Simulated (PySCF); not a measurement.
# Nitrous acid (HNO2): electronic excitations at several levels of theory

How much do the electronic excitations of Nitrous acid (HNO2) (`O=NO`) depend on the level of theory, and what does each level cost?

Computed with PySCF 2.14.0, with density-fitted response routines of our own, on a single molecule in the gas phase. Atoms are numbered from 0 throughout.

## 1. The molecule as given

4 atoms, charge 0, multiplicity 1; geometry from: MMFF94s. The atoms were then displaced at random by about 0.03 Å, so the start is not that level's minimum.

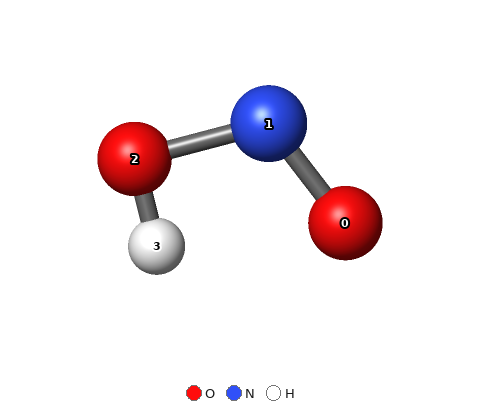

The starting geometry (oxygen red, nitrogen blue, hydrogen white), atoms numbered.

## 2. Geometry optimisation at PBE0-D3(BJ)/def2-SVP

Job settings and geometry (Å):

```
{"job": {"xc": "PBE0", "basis": "def2-SVP", "d3": "d3bj", "grid": 1, "shake": 0.03, "kind": "geom"}, "charge": 0, "multiplicity": 1}
O      1.163170    -0.656590    -0.041980
N      0.605000     0.543700    -0.047470
O     -0.855690     0.485650     0.012530
H     -0.829190    -0.463180     0.046460
```

On the command line:

```sh
$ OMP_NUM_THREADS=1 python probes_run.py task.json out
```

One launch serves the whole session: the jobs run in the order shown.

Output:

```text
step   0  E = -205.28618691  max force = 0.149906
step   1  E = -205.31789178  max force = 0.057187
step   2  E = -205.32544897  max force = 0.027240
step   3  E = -205.32782685  max force = 0.028774
step   4  E = -205.32888857  max force = 0.006648
step   5  E = -205.32895558  max force = 0.003450
step   6  E = -205.32897023  max force = 0.000388
step   7  E = -205.32897014  max force = 0.000486
step   8  E = -205.32897106  max force = 0.000133
optimisation converged
```

It took 4.3 s on 1 thread of Arm Neoverse V1, shared host; peak memory 0.24 GiB.

The steps of the relaxation:

```
step  energy from step 0 (eV)  largest force component (eV/Å)
   0                   0.0000                          7.7085
   1                  -0.8627                          2.9407
   2                  -1.0684                          1.4007
   3                  -1.1331                          1.4796
   4                  -1.1620                          0.3419
   5                  -1.1638                          0.1774
   6                  -1.1642                          0.0200
   7                  -1.1642                          0.0250
   8                  -1.1642                          0.0068
```

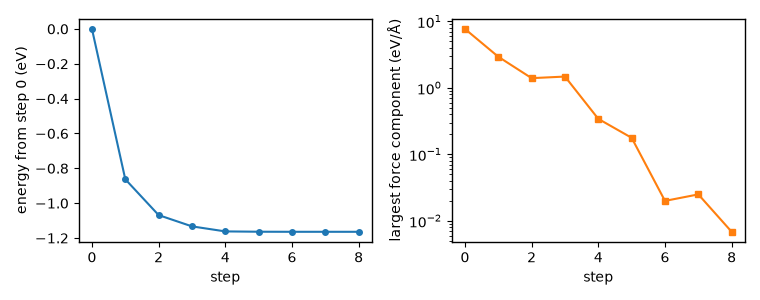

Energy and force, step by step.

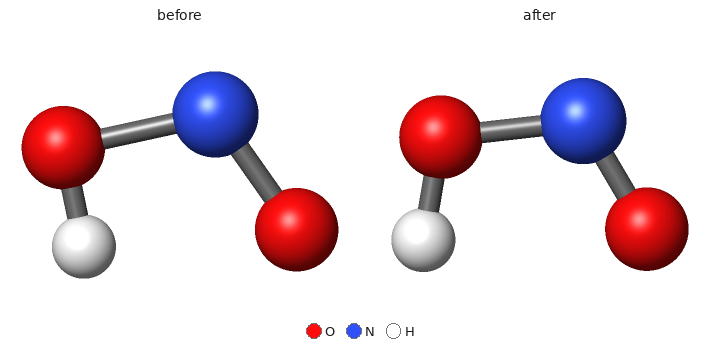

The geometry before (left) and after (right).

Distances of close pairs at the start and the end, largest changes first:

```
 bond  before (Å)  after (Å)  change (Å)
O0–N1       1.324      1.178      -0.146
N1–O2       1.463      1.344      -0.119
O2–H3       0.950      0.983      +0.033
```

The next job starts from the end point, and lists it.

```
                         at the end point                   value
  point group (found at 0.08 Å tolerance)                      Cs
rotational constants (GHz, main isotopes)  87.014, 13.782, 11.897
                        dipole moment (D)                    1.70
```

## 3. Ultraviolet spectrum: PBE0/6-31G*

Job settings and geometry (Å):

```
{"job": {"kind": "uv", "xc": "PBE0", "basis": "6-31G*"}, "charge": 0, "multiplicity": 1}
O      1.078041    -0.664887    -0.062474
N      0.672403     0.441204    -0.054013
O     -0.666422     0.528288     0.026636
H     -1.000732    -0.395025     0.059391
```

Method: TDDFT PBE0/6-31G*, vertical, gas phase, core orbitals frozen in the response.

Output:

```text
coarse grid: 3856 points
cycle   1  E = -205.3710704092  dE =  5.954e-01  |g| = 8.513e-01  |ddm| = 2.329e+00
cycle   2  E = -205.0516470121  dE =  3.194e-01  |g| = 1.588e+00  |ddm| = 1.338e+00
cycle   3  E = -205.4925227592  dE = -4.409e-01  |g| = 2.547e-01  |ddm| = 9.741e-01
cycle   4  E = -205.5024203321  dE = -9.898e-03  |g| = 1.149e-01  |ddm| = 2.404e-01
cycle   5  E = -205.5049650113  dE = -2.545e-03  |g| = 1.360e-02  |ddm| = 9.277e-02
cycle   6  E = -205.5050059143  dE = -4.090e-05  |g| = 3.312e-03  |ddm| = 1.488e-02
cycle   7  E = -205.5050081222  dE = -2.208e-06  |g| = 5.279e-04  |ddm| = 2.792e-03
final grid: 38784 points
cycle   8  E = -205.4785886053  dE =  5.661e-06  |g| = 1.039e-02  |ddm| = 1.173e-02
cycle   9  E = -205.4785305147  dE =  5.809e-05  |g| = 2.075e-02  |ddm| = 1.742e-02
cycle  10  E = -205.4786071571  dE = -7.664e-05  |g| = 2.264e-03  |ddm| = 1.226e-02
cycle  11  E = -205.4786081518  dE = -9.946e-07  |g| = 1.392e-04  |ddm| = 1.617e-03
cycle  12  E = -205.4786081553  dE = -3.563e-09  |g| = 3.988e-05  |ddm| = 1.299e-04
cycle  13  E = -205.4786081557  dE = -3.312e-10  |g| = 1.257e-05  |ddm| = 3.978e-05
converged SCF energy = -205.4786081557

Static polarisability (au): isotropic 14.109, principal 7.406 14.004 20.916

Singlet excitations
state   eV       nm        f      main configurations
  1   3.7491    330.7   0.00176   H->L 1.00
  2   7.2347    171.4   0.00395   H-2->L 0.99
  3   7.4132    167.2   0.06052   H-1->L 0.84, H->L+1 0.09
  4   9.0213    137.4   0.11005   H->L+1 0.87
  5  10.1837    121.7   0.00201   H-1->L+1 0.81, H-4->L 0.18
  6  10.3600    119.7   0.00204   H-4->L 0.81, H-1->L+1 0.18
  7  11.7527    105.5   0.01672   H-5->L 0.98
  8  11.7609    105.4   0.21131   H-2->L+1 0.58, H->L+2 0.29
  9  11.8815    104.4   0.06938   H-3->L 0.61, H->L+2 0.28
 10  12.4018    100.0   0.19157   H-2->L+1 0.35, H->L+2 0.26, H-3->L 0.25

Triplet excitations (Tamm-Dancoff, eV): 2.6077 4.8717 6.1863 8.1111
```

Run time: 1.1 s. Hardware: 1 thread of Arm Neoverse V1, shared host; peak memory 0.26 GiB.

The orbitals next to the gap, with their largest atomic shares:

```
orbital      eV                      atoms
 HOMO−3  -14.56  N1 44 %, O0 34 %, O2 22 %
 HOMO−2  -11.39  O2 44 %, N1 28 %, O0 22 %
 HOMO−1  -10.19           O2 66 %, O0 31 %
   HOMO   -8.12  O0 52 %, N1 31 %, O2 13 %
   LUMO   -1.83  N1 53 %, O0 35 %, O2 12 %
 LUMO+1    2.18           H3 68 %, O2 25 %
 LUMO+2    5.15   N1 48 %, O2 42 %, O0 9 %
```

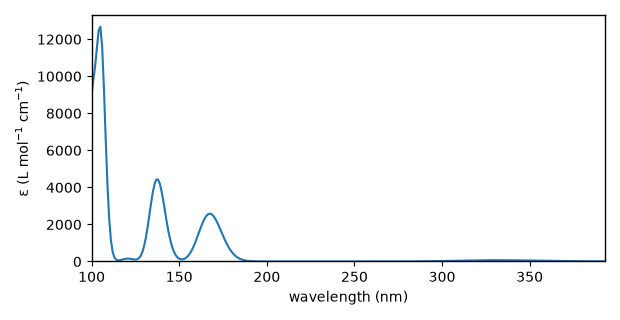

Absorption spectrum: each of the 10 states is a Gaussian band of 0.4 eV half-width at 1/e. Beyond the last state computed it falls off for lack of states.

Ground-state properties from the same run:

```
           property  computed
  dipole moment (D)      1.67
polarisability (Å³)      2.09
 HOMO–LUMO gap (eV)      6.29
      −ε(HOMO) (eV)      8.12
```

## 4. Ultraviolet spectrum: PBE0/def2-SVP

Job settings and geometry (Å):

```
{"job": {"kind": "uv", "xc": "PBE0", "basis": "def2-SVP"}, "charge": 0, "multiplicity": 1}
O      1.078041    -0.664887    -0.062474
N      0.672403     0.441204    -0.054013
O     -0.666422     0.528288     0.026636
H     -1.000732    -0.395025     0.059391
```

Method: TDDFT PBE0/def2-SVP, vertical, gas phase, core orbitals frozen in the response.

Output:

```text
coarse grid: 3856 points
cycle   1  E = -205.1571205169  dE =  5.738e-01  |g| = 8.589e-01  |ddm| = 2.369e+00
cycle   2  E = -204.8284994843  dE =  3.286e-01  |g| = 1.601e+00  |ddm| = 1.449e+00
cycle   3  E = -205.2788279276  dE = -4.503e-01  |g| = 2.651e-01  |ddm| = 1.056e+00
cycle   4  E = -205.2895385451  dE = -1.071e-02  |g| = 1.194e-01  |ddm| = 2.552e-01
cycle   5  E = -205.2922848434  dE = -2.746e-03  |g| = 1.303e-02  |ddm| = 9.557e-02
cycle   6  E = -205.2923213372  dE = -3.649e-05  |g| = 3.551e-03  |ddm| = 1.505e-02
cycle   7  E = -205.2923237989  dE = -2.462e-06  |g| = 5.528e-04  |ddm| = 3.053e-03
final grid: 38784 points
cycle   8  E = -205.3279278051  dE =  5.581e-06  |g| = 1.114e-02  |ddm| = 1.395e-02
cycle   9  E = -205.3278637916  dE =  6.401e-05  |g| = 2.189e-02  |ddm| = 1.934e-02
cycle  10  E = -205.3279488847  dE = -8.509e-05  |g| = 2.510e-03  |ddm| = 1.372e-02
cycle  11  E = -205.3279500844  dE = -1.200e-06  |g| = 2.505e-04  |ddm| = 1.824e-03
cycle  12  E = -205.3279500966  dE = -1.224e-08  |g| = 5.406e-05  |ddm| = 2.501e-04
cycle  13  E = -205.3279500973  dE = -6.460e-10  |g| = 1.236e-05  |ddm| = 5.448e-05
converged SCF energy = -205.3279500973

Static polarisability (au): isotropic 14.046, principal 7.506 13.890 20.742

Singlet excitations
state   eV       nm        f      main configurations
  1   3.6892    336.1   0.00213   H->L 0.99
  2   7.1289    173.9   0.00429   H-2->L 0.99
  3   7.3923    167.7   0.05601   H-1->L 0.81, H->L+1 0.13
  4   8.6855    142.7   0.13810   H->L+1 0.84, H-1->L 0.10
  5   9.8963    125.3   0.00400   H-1->L+1 0.96
  6  10.2493    121.0   0.00103   H-4->L 0.95
  7  11.3541    109.2   0.09636   H-2->L+1 0.86
  8  11.5971    106.9   0.02037   H-5->L 0.98
  9  11.9203    104.0   0.12555   H-3->L 0.54, H->L+2 0.39
 10  12.3432    100.4   0.22870   H->L+2 0.39, H-3->L 0.32, H-2->L+1 0.12

Triplet excitations (Tamm-Dancoff, eV): 2.5201 4.8446 6.0922 7.7749
```

Run time: 1.2 s. Hardware: 1 thread of Arm Neoverse V1, shared host; peak memory 0.27 GiB.

This run: HOMO -8.23 eV, LUMO -2.01 eV; lowest singlet 3.69 eV.

## 5. Excited states and response: PBE0/def2-TZVP

Job settings and geometry (Å):

```
{"job": {"kind": "uv", "xc": "PBE0", "basis": "def2-TZVP"}, "charge": 0, "multiplicity": 1}
O      1.078041    -0.664887    -0.062474
N      0.672403     0.441204    -0.054013
O     -0.666422     0.528288     0.026636
H     -1.000732    -0.395025     0.059391
```

Level: TDDFT PBE0/def2-TZVP, vertical, gas phase, core orbitals frozen in the response.

Output:

```text
coarse grid: 3856 points
cycle   1  E = -205.4501836020  dE =  5.861e-01  |g| = 8.644e-01  |ddm| = 1.796e+00
cycle   2  E = -205.1188714994  dE =  3.313e-01  |g| = 1.660e+00  |ddm| = 1.046e+00
cycle   3  E = -205.5668990062  dE = -4.480e-01  |g| = 2.538e-01  |ddm| = 7.479e-01
cycle   4  E = -205.5754658571  dE = -8.567e-03  |g| = 1.289e-01  |ddm| = 1.790e-01
cycle   5  E = -205.5784010827  dE = -2.935e-03  |g| = 1.654e-02  |ddm| = 7.281e-02
cycle   6  E = -205.5784543181  dE = -5.324e-05  |g| = 3.951e-03  |ddm| = 1.398e-02
cycle   7  E = -205.5784571586  dE = -2.841e-06  |g| = 6.862e-04  |ddm| = 2.914e-03
final grid: 38784 points
cycle   8  E = -205.5770372950  dE = -5.583e-06  |g| = 1.096e-02  |ddm| = 1.365e-02
cycle   9  E = -205.5769753101  dE =  6.198e-05  |g| = 2.202e-02  |ddm| = 1.367e-02
cycle  10  E = -205.5770556312  dE = -8.032e-05  |g| = 2.472e-03  |ddm| = 9.888e-03
cycle  11  E = -205.5770567154  dE = -1.084e-06  |g| = 3.236e-04  |ddm| = 1.314e-03
cycle  12  E = -205.5770567334  dE = -1.798e-08  |g| = 6.654e-05  |ddm| = 2.042e-04
cycle  13  E = -205.5770567343  dE = -8.668e-10  |g| = 1.835e-05  |ddm| = 5.912e-05
converged SCF energy = -205.5770567343

Static polarisability (au): isotropic 17.303, principal 10.656 17.059 24.194

Singlet excitations
state   eV       nm        f      main configurations
  1   3.7170    333.6   0.00140   H->L 1.00
  2   7.1625    173.1   0.00286   H-2->L 0.99
  3   7.2312    171.5   0.05390   H-1->L 0.78, H->L+1 0.16
  4   8.3008    149.4   0.14179   H->L+1 0.81, H-1->L 0.12
  5   9.5592    129.7   0.00605   H-1->L+1 0.98
  6  10.2565    120.9   0.00094   H-4->L 0.98
  7  10.9625    113.1   0.13919   H-2->L+1 0.71, H->L+2 0.23
  8  11.3213    109.5   0.16012   H->L+2 0.60, H-2->L+1 0.17, H-3->L 0.16
  9  11.6426    106.5   0.01369   H-5->L 0.98
 10  11.8046    105.0   0.10091   H-3->L 0.56, H->L+3 0.24, H-2->L+1 0.08

Triplet excitations (Tamm-Dancoff, eV): 2.5969 4.8643 6.1407 7.4548
```

Wall time 2.6 s (1 thread of Arm Neoverse V1, shared host); peak memory 0.35 GiB.

This run: HOMO -8.41 eV, LUMO -2.16 eV; lowest singlet 3.72 eV.

[end of part 1 of 2]
